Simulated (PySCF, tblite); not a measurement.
**C7H5O+: dynamics, then NMR shifts on frames**

Aim: move C7H5O+ (`[O+]#Cc1ccccc1`) away from its starting geometry and see how NMR shifts follow the geometry.

Programs: tblite 0.8.0 and PySCF 2.14.0, with density-fitted response routines of our own. Each step states its level of theory. These are calculated values for one molecule in the gas phase, unless marked as measured. Atoms are numbered from 0 throughout.

### 1 Starting geometry

13 atoms, charge 1, multiplicity 1; geometry from: GFN2-xTB.

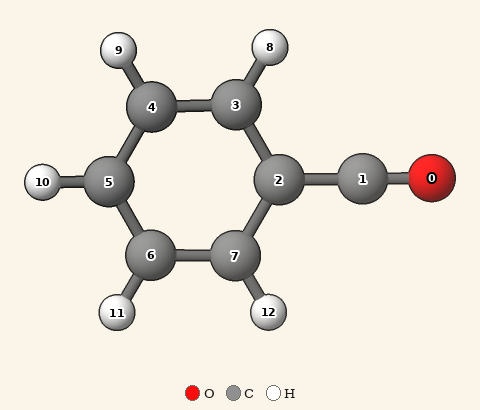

As it starts; oxygen red, carbon grey, hydrogen white, atoms numbered.

### 2 Thermal motion with GFN2-xTB

The job: settings as JSON, then the geometry in Å.

```
{"job": {"kind": "md", "xc": "GFN2-xTB", "basis": "xTB", "temperature": 200, "steps": 2000, "every": 50, "frames": 5}, "charge": 1, "multiplicity": 1}
O      3.501987     0.610623    -0.014642
C      2.393663     0.418373    -0.009530
C      1.057163     0.185315    -0.004461
C      0.146882     1.276223     0.070141
C     -1.203189     1.018343     0.073044
C     -1.673457    -0.292329     0.002268
C     -0.786619    -1.365760    -0.069960
C      0.570826    -1.150135    -0.072710
H      0.523610     2.285642     0.122240
H     -1.901047     1.839965     0.131435
H     -2.737297    -0.478238     0.003507
H     -1.164515    -2.375672    -0.123364
H      1.267605    -1.971863    -0.125697
```

Level: GFN2-xTB Langevin dynamics, gas phase.

The run is started by

```sh
OMP_NUM_THREADS=1 python probes_run.py task.json out
```

One launch serves the whole session: the jobs run in the order shown.

Output:

```text
t/fs     T/K      E/eV
    0.0   166.7   -574.19894
   25.0   109.8   -574.02522
   50.0   175.9   -573.96679
   75.0   106.3   -573.91738
  100.0   140.2   -574.04331
  125.0   128.6   -573.97613
  150.0   146.6   -573.96494
  175.0   146.9   -573.91346
  200.0   237.4   -574.06985
  225.0   162.1   -573.95834
  250.0   137.3   -573.95157
  275.0   202.0   -574.01753
  300.0   166.5   -573.98981
  325.0   153.5   -574.03204
  350.0   166.4   -573.96303
  375.0   189.5   -573.90275
  400.0   254.1   -573.95089
  425.0   187.7   -573.92304
  450.0   224.5   -573.96776
  475.0   208.4   -573.81610
  500.0   214.8   -573.88004
  525.0   261.9   -574.00269
  550.0   203.6   -573.96656
  575.0   171.9   -574.04134
  600.0   131.3   -573.94329
  625.0   151.3   -573.99033
  650.0   150.5   -573.93032
  675.0   178.6   -574.00214
  700.0   198.1   -573.82129
  725.0   241.2   -573.91978
  750.0   168.9   -573.82753
  775.0   124.3   -573.68702
  800.0   231.6   -573.90380
  825.0   104.7   -573.78571
  850.0   192.9   -573.95307
  875.0   208.5   -573.92844
  900.0   197.3   -574.00550
  925.0   133.7   -573.92844
  950.0   196.9   -573.97238
  975.0   150.4   -573.91562
 1000.0   197.2   -573.97064
```

It took 9.3 s on 1 thread of Arm Neoverse V1, shared host; peak memory 0.18 GiB.

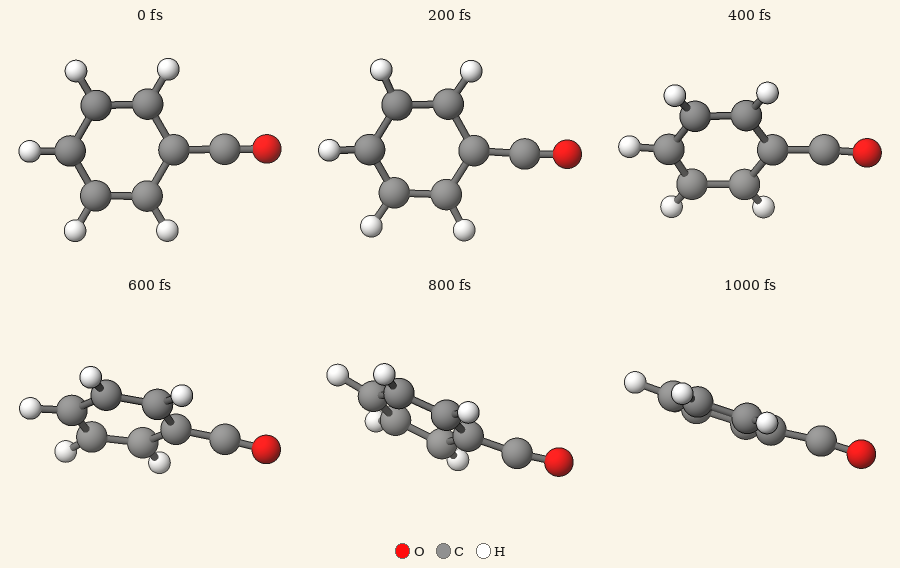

Frames of the run.

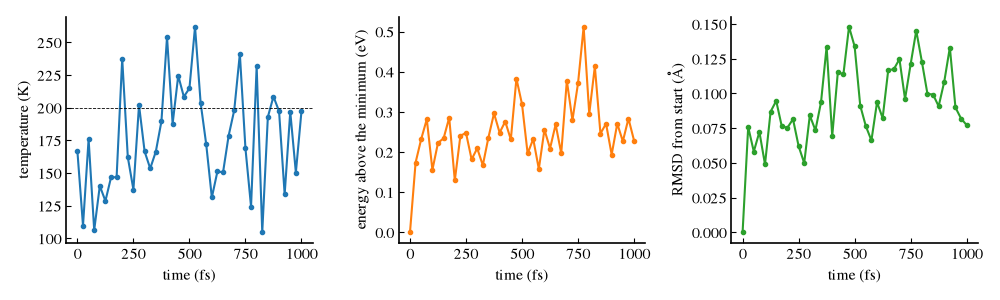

Temperature, potential energy and distance from the start.

Positions (Å) and forces (eV/Å) at 1000 fs:

```xyz
13

O     2.584   -0.833    0.886   -0.106    0.281   -0.012
C     1.498   -0.677    0.635   -0.339   -0.681   -0.182
C     0.153   -0.624    0.384    0.806    0.575    0.900
C    -0.667   -0.342    1.519   -0.723   -0.217   -1.593
C    -2.015   -0.142    1.268    1.128   -0.163   -0.022
C    -2.522   -0.183   -0.023   -0.668   -0.036    0.117
C    -1.719   -0.479   -1.103    0.010    0.198   -1.544
C    -0.372   -0.667   -0.920    0.275   -0.052   -0.167
H    -0.243   -0.313    2.480    0.246    0.082    0.894
H    -2.568    0.069    2.134   -1.102    0.269    0.658
H    -3.558   -0.005   -0.284   -0.048    0.080    0.578
H    -2.193   -0.447   -2.116    0.741   -0.240    0.928
H     0.366   -0.822   -1.682   -0.219   -0.095   -0.556
```

### 3 NMR shieldings: 250 fs, PBE0/pcSseg-1

The job: settings as JSON, then the geometry in Å.

```
{"job": {"kind": "nmr", "xc": "PBE0", "basis": "pcSseg-1", "pop": false}, "charge": 1, "multiplicity": 1}
O      3.210000     0.500200     0.298300
C      2.130400     0.190900     0.190000
C      0.789800     0.027500     0.113800
C     -0.087100     1.081300     0.371900
C     -1.419200     0.850200     0.201400
C     -1.965500    -0.429100    -0.082700
C     -1.033500    -1.465900    -0.286300
C      0.338700    -1.243000    -0.228500
H      0.328000     2.022200     0.626600
H     -2.111800     1.658500     0.377600
H     -3.055600    -0.511600    -0.161500
H     -1.392800    -2.472100    -0.490400
H      0.950400    -2.144200    -0.330300
```

Method: GIAO PBE0/pcSseg-1 NMR shielding, non-relativistic, gas phase.

Output:

```text
coarse grid: 11792 points
cycle   1  E = -344.0597318997  dE =  1.952e+00  |g| = 6.945e-01  |ddm| = 3.728e+00
cycle   2  E = -343.6368325661  dE =  4.229e-01  |g| = 1.667e+00  |ddm| = 1.735e+00
cycle   3  E = -344.1638102013  dE = -5.270e-01  |g| = 1.696e-01  |ddm| = 1.088e+00
cycle   4  E = -344.1701975342  dE = -6.387e-03  |g| = 7.835e-02  |ddm| = 2.403e-01
cycle   5  E = -344.1715280459  dE = -1.331e-03  |g| = 1.663e-02  |ddm| = 8.037e-02
cycle   6  E = -344.1715881616  dE = -6.012e-05  |g| = 6.972e-03  |ddm| = 2.015e-02
cycle   7  E = -344.1716019160  dE = -1.375e-05  |g| = 1.401e-03  |ddm| = 7.936e-03
cycle   8  E = -344.1716024218  dE = -5.057e-07  |g| = 3.769e-04  |ddm| = 1.799e-03
final grid: 116528 points
cycle   9  E = -344.2301142882  dE = -7.165e-06  |g| = 1.285e-02  |ddm| = 4.259e-02
cycle  10  E = -344.2299918140  dE =  1.225e-04  |g| = 2.848e-02  |ddm| = 2.669e-02
cycle  11  E = -344.2301468459  dE = -1.550e-04  |g| = 2.217e-03  |ddm| = 1.754e-02
cycle  12  E = -344.2301478995  dE = -1.054e-06  |g| = 5.201e-04  |ddm| = 2.443e-03
cycle  13  E = -344.2301479760  dE = -7.645e-08  |g| = 1.749e-04  |ddm| = 7.716e-04
cycle  14  E = -344.2301479838  dE = -7.852e-09  |g| = 6.198e-05  |ddm| = 2.286e-04
cycle  15  E = -344.2301479848  dE = -9.595e-10  |g| = 1.079e-05  |ddm| = 5.604e-05
converged SCF energy = -344.2301479848

GIAO shielding tensors (ppm)
atom      isotropic    diamagn.    paramagn.     s11        s22        s33       span
  0 O      -54.641     397.512    -452.153   -240.865    -70.808    147.750    388.615
  1 C       16.964     263.552    -246.587   -100.609    -61.937    213.440    314.049
  2 C      109.003     262.892    -153.889     45.153    106.119    175.737    130.585
  3 C       44.375     247.526    -203.152    -66.808     15.200    184.733    251.542
  4 C       42.985     253.380    -210.396    -61.671      2.372    188.253    249.925
  5 C       18.691     254.118    -235.426   -103.016    -18.971    178.061    281.077
  6 C       40.653     252.643    -211.990    -65.868      1.486    186.339    252.207
  7 C       37.400     248.593    -211.193    -83.157      9.123    186.235    269.392
  8 H       23.086      30.076      -6.990     19.701     22.007     27.550      7.849
  9 H       23.065      28.333      -5.268     19.493     23.355     26.348      6.856
 10 H       21.548      27.832      -6.284     19.273     20.235     25.135      5.863
 11 H       22.865      27.664      -4.799     19.390     23.138     26.067      6.677
 12 H       22.181      28.387      -6.205     18.703     21.707     26.134      7.431
```

Wall time 25 s (1 thread of Arm Neoverse V1, shared host); peak memory 0.73 GiB.

Shifts follow as δ = σ(reference) − σ, with reference shieldings (ppm) from runs at the same level and on the same kind of geometry: 1H TMS 31.72, 13C TMS 186.9, 17O H2O 336.1. The references are single molecules in the gas phase, so shifts against H2O, NH3, PH3, H3PO4 or CFCl3 are not on the usual liquid scales and can be off by tens of ppm. Each atom is listed at this fixed geometry, with no averaging over motion; a spectrum would average atoms that exchange fast.

```tsv
atoms	environment	σ (ppm)	δ (ppm)
C1	acylium carbon	17.0	170.0
C5	aromatic CH	18.7	168.2
C7	aromatic CH	37.4	149.5
C6	aromatic CH	40.7	146.3
C4	aromatic CH	43.0	143.9
C3	aromatic CH	44.4	142.6
C2	substituted aromatic carbon	109.0	77.9
H10	hydrogen on an aromatic CH	21.55	10.17
H12	hydrogen on an aromatic CH	22.18	9.54
H11	hydrogen on an aromatic CH	22.86	8.85
H9	hydrogen on an aromatic CH	23.07	8.65
H8	hydrogen on an aromatic CH	23.09	8.63
O0	oxygen bonded to C	-54.6	390.7
```

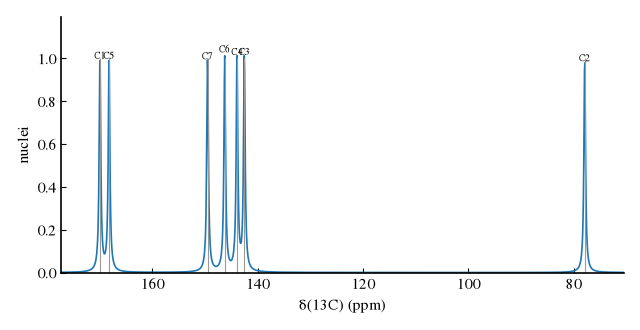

13C lines at the computed shifts, without couplings. Lines are broadened to a width of 0.37 ppm (Lorentzian).

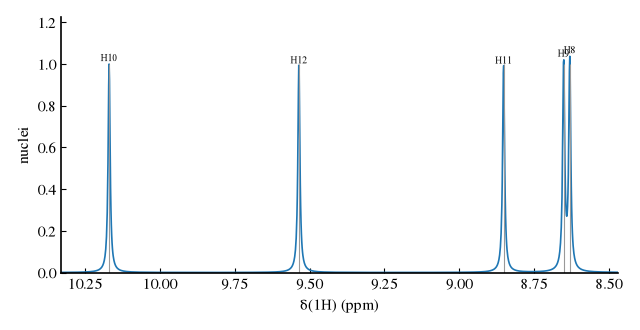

1H lines at the computed shifts, without couplings. Lines are broadened to a width of 0.01 ppm (Lorentzian).

Ring of atoms C2, C3, C4, C5, C6, C7: NICS(0) -7.4, NICS(1) -10.3, NICS(1)zz -25.1 ppm (means of both faces).

Orbitals, density, ELF and potential are computed afterwards from the orbital file.

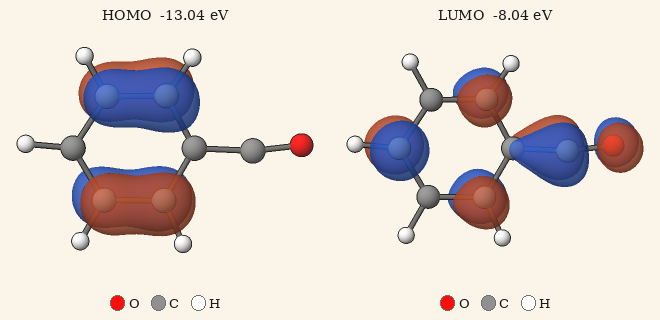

PBE0/pcSseg-1 orbitals near the gap, drawn at the value that encloses 70 % of each; the two colours are the two signs.

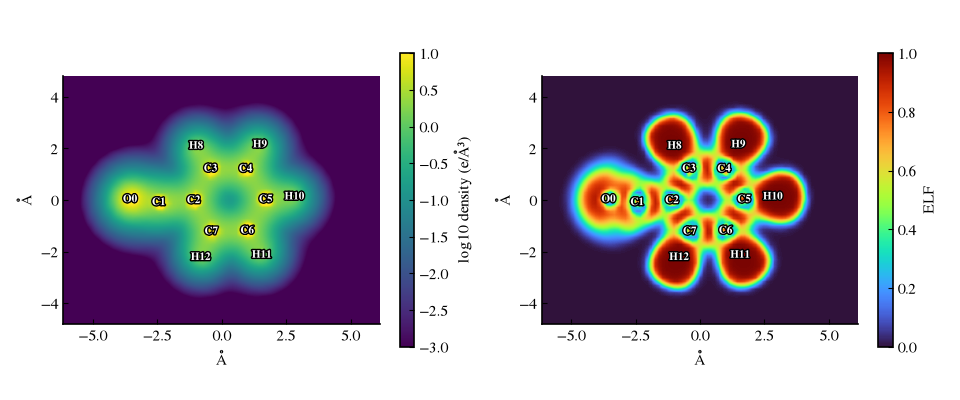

Density (left) and ELF (right) in a plane through or near 13 of the atoms.

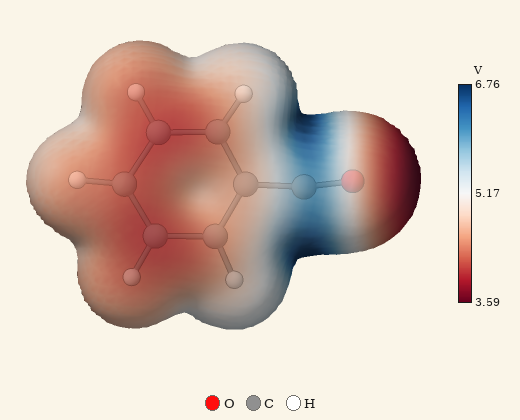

The potential that a unit positive charge feels on the 0.002 e/bohr³ surface, from the 1st to the 99th percentile, from 3.59 V near O0 to 6.76 V near C1.

### 4 Shielding tensors: 425 fs, PBE0/pcSseg-1

The job: settings as JSON, then the geometry in Å.

```
{"job": {"kind": "nmr", "xc": "PBE0", "basis": "pcSseg-1", "pop": false}, "charge": 1, "multiplicity": 1}
O      2.982400     0.151800     0.455600
C      1.876800    -0.036200     0.380200
C      0.541900    -0.217000     0.366800
C     -0.351000     0.554300     1.159600
C     -1.684000     0.275100     1.021600
C     -2.209600    -0.563900     0.072600
C     -1.320700    -1.306900    -0.686200
C      0.037600    -1.220900    -0.488100
H      0.003300     1.248700     1.940800
H     -2.477600     0.757100     1.633400
H     -3.290500    -0.738100    -0.097700
H     -1.651300    -2.081200    -1.339300
H      0.769700    -1.928700    -0.924100
```

With the program's defaults for keys left out, this is: GIAO PBE0/pcSseg-1 NMR shielding, non-relativistic, gas phase.

Output:

```text
coarse grid: 11792 points
cycle   1  E = -344.0556687146  dE =  1.979e+00  |g| = 6.991e-01  |ddm| = 3.711e+00
cycle   2  E = -343.6256706706  dE =  4.300e-01  |g| = 1.668e+00  |ddm| = 1.776e+00
cycle   3  E = -344.1624585033  dE = -5.368e-01  |g| = 1.611e-01  |ddm| = 1.126e+00
cycle   4  E = -344.1679739327  dE = -5.515e-03  |g| = 8.254e-02  |ddm| = 2.379e-01
cycle   5  E = -344.1694700667  dE = -1.496e-03  |g| = 1.925e-02  |ddm| = 8.494e-02
cycle   6  E = -344.1695575912  dE = -8.752e-05  |g| = 6.333e-03  |ddm| = 2.169e-02
cycle   7  E = -344.1695682500  dE = -1.066e-05  |g| = 1.614e-03  |ddm| = 7.050e-03
cycle   8  E = -344.1695688922  dE = -6.422e-07  |g| = 4.464e-04  |ddm| = 1.680e-03
final grid: 116528 points
cycle   9  E = -344.2280506262  dE = -3.436e-06  |g| = 1.280e-02  |ddm| = 3.817e-02
cycle  10  E = -344.2279305221  dE =  1.201e-04  |g| = 2.822e-02  |ddm| = 2.627e-02
cycle  11  E = -344.2280829097  dE = -1.524e-04  |g| = 2.118e-03  |ddm| = 1.743e-02
cycle  12  E = -344.2280838700  dE = -9.603e-07  |g| = 5.006e-04  |ddm| = 2.287e-03
cycle  13  E = -344.2280839416  dE = -7.160e-08  |g| = 1.592e-04  |ddm| = 7.414e-04
cycle  14  E = -344.2280839480  dE = -6.464e-09  |g| = 5.594e-05  |ddm| = 2.039e-04
cycle  15  E = -344.2280839488  dE = -7.643e-10  |g| = 1.087e-05  |ddm| = 5.204e-05
converged SCF energy = -344.2280839488

GIAO shielding tensors (ppm)
atom      isotropic    diamagn.    paramagn.     s11        s22        s33       span
  0 O      -50.716     398.013    -448.729   -230.254    -62.522    140.628    370.883
  1 C       18.111     263.837    -245.726    -97.668    -59.539    211.538    309.206
  2 C      104.598     263.842    -159.245     36.766    100.532    176.495    139.729
  3 C       37.234     246.243    -209.008    -69.214      0.446    180.471    249.685
  4 C       48.468     251.972    -203.504    -50.273      7.454    188.222    238.495
  5 C       26.690     255.266    -228.576    -90.566     -8.281    178.917    269.482
  6 C       47.219     252.699    -205.480    -58.322      8.827    191.151    249.473
  7 C       32.393     250.167    -217.774    -88.123      4.753    180.548    268.672
  8 H       22.136      27.778      -5.642     18.564     21.894     25.951      7.387
  9 H       22.668      26.260      -3.592     18.442     24.255     25.308      6.867
 10 H       21.761      27.207      -5.446     18.837     21.286     25.160      6.323
 11 H       23.387      28.474      -5.086     19.895     23.357     26.909      7.014
 12 H       22.243      28.588      -6.344     18.832     21.130     26.767      7.935
```

Run time: 17 s. Hardware: 1 thread of Arm Neoverse V1, shared host; peak memory 0.82 GiB.

In short: δ C1 168.8, C5 160.2, C7 154.5, C3 149.7, H10 9.96, H8 9.58 ppm.

(Part 1 of 2 ends here.)
